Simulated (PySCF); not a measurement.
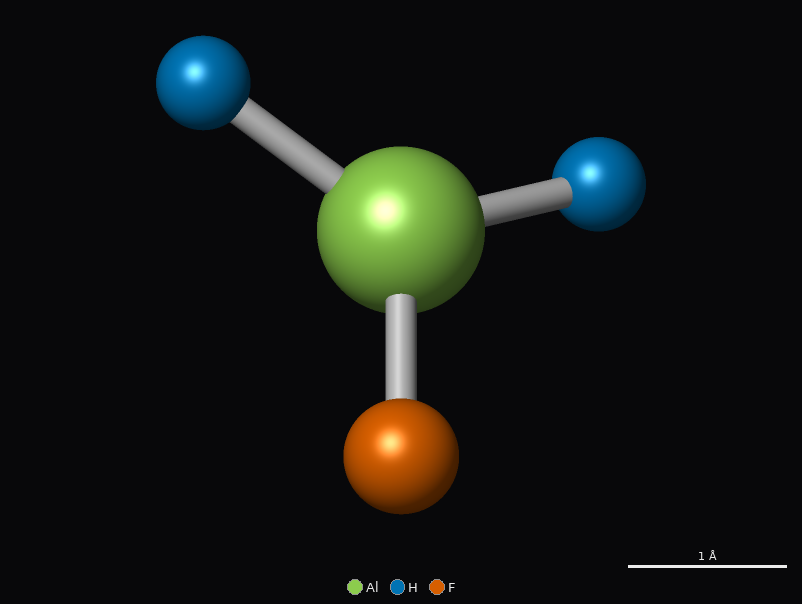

Rendered structure (ball-and-stick style). Every bond is drawn as one stick, whatever its order.

The computed structure is the end point of a PBE0-D3(BJ)/def2-SVP optimisation. No frequency run is at hand to confirm it as a minimum.

Question: Which formula does it have?

Answer: AlFH2, 4 atoms: 1 aluminium, 1 fluorine and 2 hydrogen.

Question: How many sets of symmetry-equivalent atoms are there?

Answer: 3: 1 Al, 2 H, 1 F.

More results for the same structure follow; atom numbers are the same in all pictures, views and colours differ.

## Shape

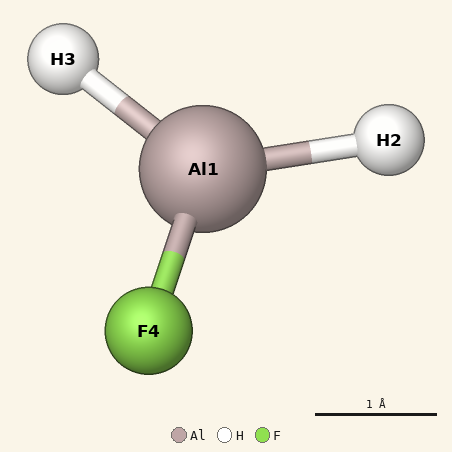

No frequency run is at hand to confirm it as a minimum.

Estimate the angles H2–Al1–H3, H2–Al1–F4.

```
    angle  degrees
H2–Al1–H3    126.3
H2–Al1–F4    116.8
```

## Quadrupole coupling

No frequency run is at hand to confirm it as a minimum. Electric field gradients from the ground-state density, PBE0/pcSseg-1 (pcSseg-2 on Al) (PySCF 2.14.0), non-relativistic apart from any core potentials.

Give the largest field-gradient component, the quadrupole coupling constant and the asymmetry for 27Al at Al1 (Q = 146.6 mb), 2H at H2 (Q = 2.86 mb).

```csv
atom,V_zz (a.u.),e²qQ/h (MHz),η
Al1,1.323,45.6,0.35
H2,0.102,0.069,0.06
```

## Core levels

No frequency run is at hand to confirm it as a minimum. Properties computed with delta-SCF UKS SCAN, pcX-2 on the ionised atom (unc-x2c-TZVPall on a metal), pcseg-1 elsewhere, spin-free X2C (PySCF 2.14.0).

Give the core-electron binding energies (to vacuum; p and d levels without spin–orbit splitting) of Al1 1s, Al1 2p, F4 1s.

```tsv
atom	level	binding energy (eV)
Al1	1s	1568.5
Al1	2p	82.0
F4	1s	691.8
```

## Bond orders

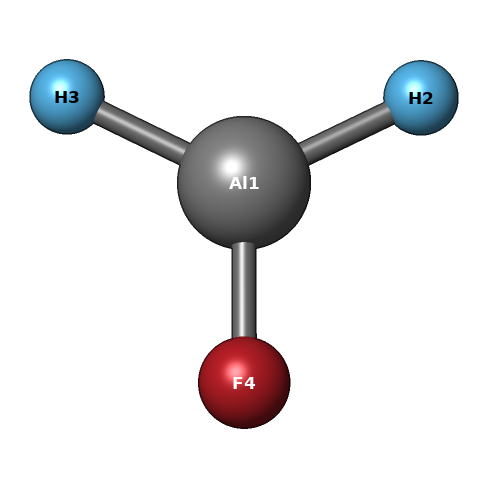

Every bond is drawn as one stick. No frequency run is at hand to confirm it as a minimum. Computed with PBE0/pcSseg-1 (pcSseg-2 on Al) (PySCF 2.14.0).

List the Mayer bond orders of Al1–H2, Al1–F4 (one bond of each equivalent set).

```json
{"bond": "Al1–H2", "Mayer order": "0.90", "length (Å)": "1.580"}
{"bond": "Al1–F4", "Mayer order": "0.94", "length (Å)": "1.666"}
```
